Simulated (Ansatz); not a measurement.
## Effect of S → Te on CdS

The reference is CdS in the zinc blende structure (space group F-43m, No. 216; a = 5.8777 Å).

Perturbation: every S is replaced by Te; the structure is relaxed again.

The values are results of Ansatz (a first-principles code), r2SCAN, PAW, cutoff 500 eV, no SOC, not measurements. Settings: 9×9×9 k-points, 0.05 eV Fermi–Dirac smearing, for the changed cell.

The volume per atom increases by 9.87 Å³, from 25.38 Å³ to 35.25 Å³ and the density increases by 0.928 g/cm³ (4.73 g/cm³ → 5.65 g/cm³). The lattice parameter a grows by 0.680 Å to 6.558 Å and the space group remains F-43m (No. 216). The shortest interatomic distance grows by 0.2944 Å to 2.840 Å and the band gap drops by 0.378 eV (1.54 eV → 1.17 eV). The gap character stays direct at Γ and the width of the top valence band drops by 0.075 eV to 2.09 eV. The electron mass changes from 0.15 mₑ (at Γ) to 0.090 mₑ (at Γ) and the hole mass (degenerate bands, along [100]) becomes 0.092, 0.55, 0.55 mₑ (at Γ) (base: 0.16, 0.78, 0.78 mₑ (at Γ)).

Final structure:

```xyz
2
Lattice="0.0000 3.2788 3.2788 3.2788 0.0000 3.2788 3.2788 3.2788 0.0000" Properties=species:S:1:pos:R:3 pbc="T T T"
Te     4.9182     4.9182     4.9182
Cd     0.0000     0.0000     0.0000
```

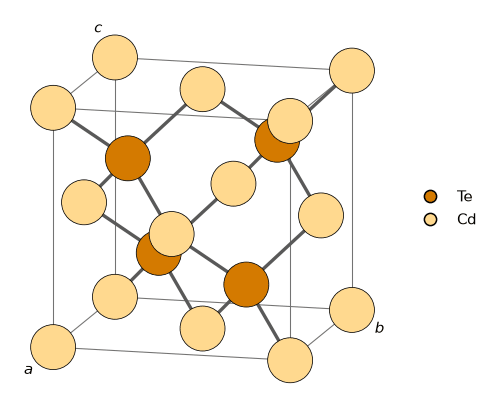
*The relaxed conventional cell after the change*

With Te present, leaving out spin-orbit coupling can change the band edges. Masses are band curvatures over ±0.01 Å⁻¹ around the edge. Stability against distortions was not tested.
